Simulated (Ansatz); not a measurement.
# C2H3ClSi (SMILES ClC1=C[SiH2]1) at B3LYP/def2-SVP

Aim: the electronic atomisation energy of C2H3ClSi at B3LYP/def2-SVP, from 5 runs. 

The results are computed with Ansatz 0.2.0.

57 further runs of the same task are left out: 57 set aside as unsound or not needed.

### Step 1. The system as given

C2H3ClSi: 7 atoms, total charge 0, spin state singlet. As SMILES, `ClC1=C[SiH2]1`. The shape is that of a PBE0-D4/def2-TZVP optimisation.

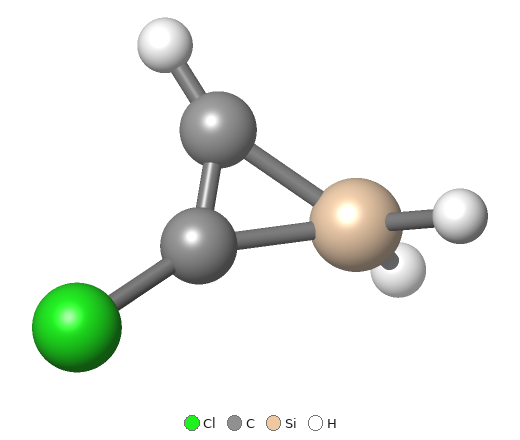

Viewed from a chosen angle; chlorine green, carbon grey, silicon light orange, hydrogen white.

### Step 2. A single-point energy at B3LYP/def2-SVP

molecule.yaml reads:

```yaml
crystal:
  periodic: [false, false, false]
  atoms:
    - {symbol: Cl, position_ang: [-1.169200, -2.293300, 0.411500]}
    - {symbol: C, position_ang: [-0.358000, -0.819900, 0.163200]}
    - {symbol: C, position_ang: [0.836800, -0.330000, 0.466700]}
    - {symbol: Si, position_ang: [-0.185900, 0.871600, -0.438900]}
    - {symbol: H, position_ang: [1.727500, -0.673800, 0.975600]}
    - {symbol: H, position_ang: [-0.837800, 2.011300, 0.248800]}
    - {symbol: H, position_ang: [0.047800, 1.166200, -1.872600]}
basis:
  gaussian: {orbitals: def2-SVP}
hamiltonian: {xc: {name: B3LYP}}
output: {orbitals: {seedname: orbitals}}
accuracy: high
```

On the command line:

```
ansatz run molecule.yaml --threads 1 --pin off --max-ram 3480MiB --events-out events.jsonl --progress --plain --runs-dir runs
```

The log of the run:

```text
Warning: RAYON_NUM_THREADS=1 ignored (pool sized by the plan → 1); use --threads N
Functional definition: B3LYP
  name "B3LYP"
  parameter a0 = 0.2
  parameter ax = 0.72
  parameter ac = 0.81
  exchange = (1 - a0 - ax)*slater_x + ax*b88_x + a0*exact_x
  correlation = (1 - ac)*vwn_rpa_c + ac*lyp_c
1684 factors; integrals over basis functions are off by at most 3.6e-9 eV
mean field evaluation 1: about -22507.4572 eV, gradient 4.9e1 eV
mean field evaluation 2: about -22498.0961 eV, gradient 7.3e1 eV
mean field evaluation 4: about -22513.6616 eV, gradient 2.5e0 eV
mean field evaluation 8: about -22513.8236 eV, gradient 1.7e-1 eV
mean field evaluation 16: about -22513.8237 eV, gradient 1.5e-5 eV
mean field -22513.82370054 eV, -827.3677605770 hartree, gradient 7.9e-8 eV, S^2 0.000000; 0 other end points of the search recorded, 0 dependent functions left out
reference -22513.82373791 eV, -827.3677619503 hartree; 23, 23 occupied and 56, 56 virtual orbitals, 1684 factors
Total energy: -22513.82373791 eV, -827.3677619503 hartree
```

Run time: 5.7 s. Hardware: 1 thread of Arm Neoverse V2, shared host; peak memory 0.24 GiB.

### Step 3. The C atom at the same level

molecule.yaml reads:

```yaml
crystal:
  periodic: [false, false, false]
  atoms:
    - {symbol: C, position_ang: [0.000000, 0.000000, 0.000000]}
basis:
  gaussian:
    orbitals: def2-SVP
magnetization:
  spin_polarized: true
  initial_magnetization: 2
hamiltonian:
  xc: {name: B3LYP}
accuracy: high
```

On the command line:

```
ansatz run molecule.yaml --threads 1 --pin off --max-ram 3480MiB --events-out events.jsonl --progress --plain --runs-dir runs
```

The log of the run, cut to the lines that bear on the results:

```text
Warning: RAYON_NUM_THREADS=1 ignored (pool sized by the plan → 1); use --threads N
[... 7 set-up lines as earlier in the session ...]
95 factors; integrals over basis functions are off by at most 1.9e-9 eV
mean field evaluation 1: about -1028.8860 eV, gradient 3.7e0 eV
mean field evaluation 2: about -1028.9613 eV, gradient 1.2e0 eV
mean field evaluation 4: about -1028.9725 eV, gradient 2.6e-1 eV
mean field evaluation 8: about -1028.9730 eV, gradient 1.2e-5 eV
mean field -1028.97299109 eV, -37.8140599597 hartree, gradient 2.5e-8 eV, S^2 2.002648; 0 other end points of the search recorded, 0 dependent functions left out
reference -1028.97301121 eV, -37.8140606989 hartree; 4, 2 occupied and 10, 12 virtual orbitals, 95 factors
Total energy: -1028.97301121 eV, -37.8140606989 hartree
```

Wall time 0.26 s (1 thread of Arm Neoverse V2, shared host).

### Step 4. The Cl atom, same level

input.yaml reads:

```yaml
crystal:
  periodic: [false, false, false]
  atoms:
    - {symbol: Cl, position_ang: [0.000000, 0.000000, 0.000000]}
basis:
  gaussian: {orbitals: def2-SVP}
magnetization: {spin_polarized: true, initial_magnetization: 1}
hamiltonian: {xc: {name: B3LYP}}
accuracy: high
```

On the command line:

```
ansatz run input.yaml --threads 1 --pin off --max-ram 3480MiB --events-out events.jsonl --progress --plain --runs-dir runs
```

The log of the run, cut to the lines that bear on the results:

```text
Warning: RAYON_NUM_THREADS=1 ignored (pool sized by the plan → 1); use --threads N
[... 7 set-up lines as earlier in the session ...]
134 factors; integrals over basis functions are off by at most 2.6e-9 eV
mean field evaluation 1: about -12517.3456 eV, gradient 3.0e0 eV
mean field evaluation 2: about -12517.3957 eV, gradient 9.7e-1 eV
mean field evaluation 4: about -12517.4007 eV, gradient 3.0e-1 eV
mean field evaluation 8: about -12517.4011 eV, gradient 3.9e-4 eV
mean field evaluation 16: about -12517.4011 eV, gradient 4.8e-9 eV
mean field -12517.40105397 eV, -460.0060041342 hartree, gradient 4.8e-9 eV, S^2 0.751753; 0 other end points of the search recorded, 0 dependent functions left out
reference -12517.40106955 eV, -460.0060047067 hartree; 9, 8 occupied and 9, 10 virtual orbitals, 134 factors
Total energy: -12517.40106955 eV, -460.0060047067 hartree
```

Run time: 0.68 s. Hardware: 1 thread of Arm Neoverse V2, shared host.

### Step 5. The H atom at the same level

run.yaml reads:

```yaml
crystal:
  periodic: [false, false, false]
  atoms:
    - {symbol: H, position_ang: [0.000000, 0.000000, 0.000000]}
basis:
  gaussian:
    orbitals: def2-SVP
total_charge: 0
magnetization:
  spin_polarized: true
  initial_magnetization: 1
hamiltonian:
  xc: {name: B3LYP}
accuracy: high
```

Run the same way, it converges to -0.50126 Eh (log not shown).

### Step 6. The Si atom at the same level

input.yaml reads:

```yaml
crystal:
  periodic: [false, false, false]
  atoms:
    - {symbol: Si, position_ang: [0.000000, 0.000000, 0.000000]}
basis:
  gaussian:
    orbitals: def2-SVP
magnetization:
  spin_polarized: true
  initial_magnetization: 2
hamiltonian:
  xc: {name: B3LYP}
accuracy: high
```

Run the same way, it converges to -289.29368 Eh (log not shown).

### Step 7. Summary of results

At B3LYP/def2-SVP:

```
                     quantity          value
       molecule: total energy  -827.36776 Eh
        molecule: HOMO energy       -7.45 eV
        molecule: LUMO energy       -0.32 eV
      molecule: HOMO–LUMO gap        7.13 eV
         C atom: total energy   -37.81406 Eh
                 C atom: ⟨S²⟩          2.003
        Cl atom: total energy  -460.00600 Eh
                Cl atom: ⟨S²⟩          0.752
         H atom: total energy    -0.50126 Eh
                 H atom: ⟨S²⟩          0.750
        Si atom: total energy  -289.29368 Eh
                Si atom: ⟨S²⟩          2.003
electronic atomisation energy      25.475 eV
```

In words: Taking the molecule apart into free atoms costs 25.47 eV (2458 kJ/mol), before zero-point energy and without spin-orbit coupling.
